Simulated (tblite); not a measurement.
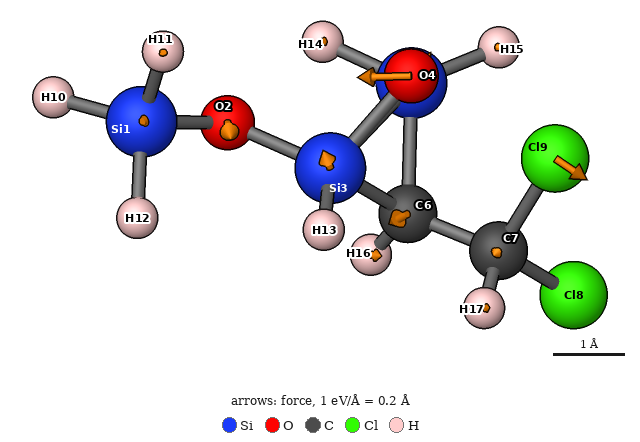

Starting geometry of C$_{2}$H$_{8}$Cl$_{2}$O$_{2}$Si$_{3}$ with the computed forces as orange arrows. The picture is a ball-and-stick view, seen from a free direction.

Level of theory: GFN2-xTB geometry optimisation, gas phase (tblite). 

Is this structure relaxed? If not, where do the atoms go?

It isn't relaxed: the largest force vector, on an O atom, is 4.08 eV/Å. The final displacements follow the starting forces only in part (cosine between the two patterns 0.41). Over 122 geometry steps the energy falls by 2.355 eV. The atom that moves furthest after the best rigid fit is an H atom (1.73 Å). By element the largest moves are H 1.73 Å, O 1.51 Å, Cl 0.84 Å, Si 0.71 Å, C 0.34 Å. Near-neighbour distances that change, for instance: Cl–O 2.344 → 3.794 Å, Cl–Si 2.862 → 3.392 Å, Si–Si 2.813 → 3.142 Å, Si–Si 2.337 → 2.568 Å. Among the angles between lasting bonds that change: Si–O–Si 111.3° → 152.5°, O–Si–Si 88.8° → 124.2°, Si–Si–H 152.0° → 119.3°. Groups turn about O–Si by about 145°, O–Si by about 120°, O–Si by about 40°.
